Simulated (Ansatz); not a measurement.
Geometry optimisation.

Program: Ansatz.

```
crystal:
  lattice:
    - [4.63367704, 0.0, 0.0]
    - [0.0, 4.63367704, 0.0]
    - [0.0, 0.0, 4.63367704]
  atoms:
    - { symbol: Zr, position: [0.0, 0.0, 0.0] }
    - { symbol: Fe, position: [0.5, 0.5, 0.5], spin: 4.0 }
    - { symbol: S, position: [0.0, 0.5, 0.5] }
    - { symbol: S, position: [0.5, 0.0, 0.5] }
    - { symbol: S, position: [0.5, 0.5, 0.0] }
basis:
  ecutwfc: 420
kpoints:
  mp_grid: { grid: [4, 4, 4] }
hamiltonian:
  xc: pbe
scf:
  occupations: { method: gaussian, width: 0.1 }
  lower_state_search: "off"
output:
  forces: true
  stress: true
  eigenvalues: true
  populations: true
magnetization:
  spin_polarized: true
relax:
  adjacent_minimum: "off"
  f_tol: 0.04
  max_steps: 70
  cell: { stress_tol: 0.4 }
```

Run as:
```bash
ansatz run input.yaml --threads 1 --pin off --max-ram 2048MiB --backend cpu --events-out ev --progress --plain --runs-dir out
```

How does the optimisation go?

Answer. The optimisation met its thresholds at geometry 4, counting the start as the first. The energy fell by about 110 meV/atom from the first step to the last. All forces vanish by symmetry, so only the cell moves. The volume shrinks from 19.9 to 17.1 Å³ per atom (−14 %), overshooting to 16.8 at step 3, as the pressure goes from −11 GPa to about 0 GPa.

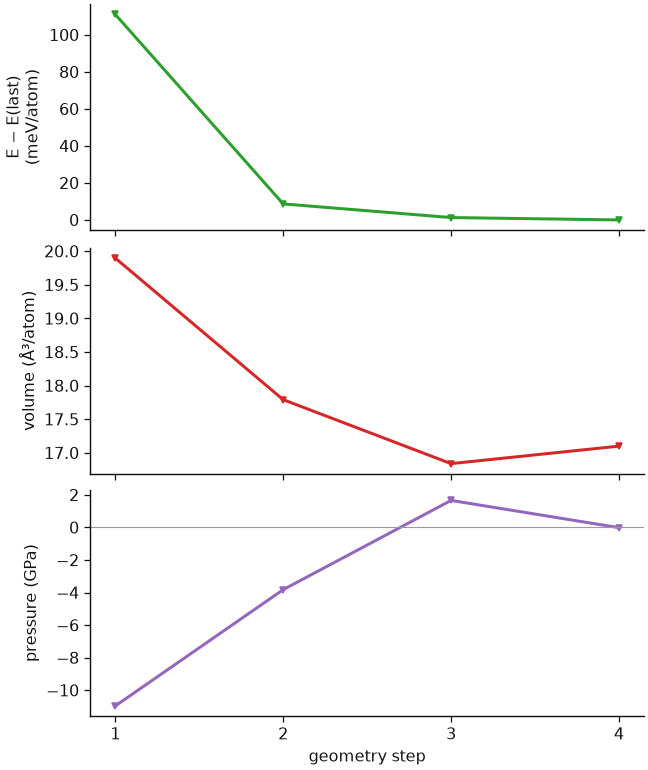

History of the run, step by step. Atoms and cell relax. A closing SCF on a freshly chosen basis isn't drawn.
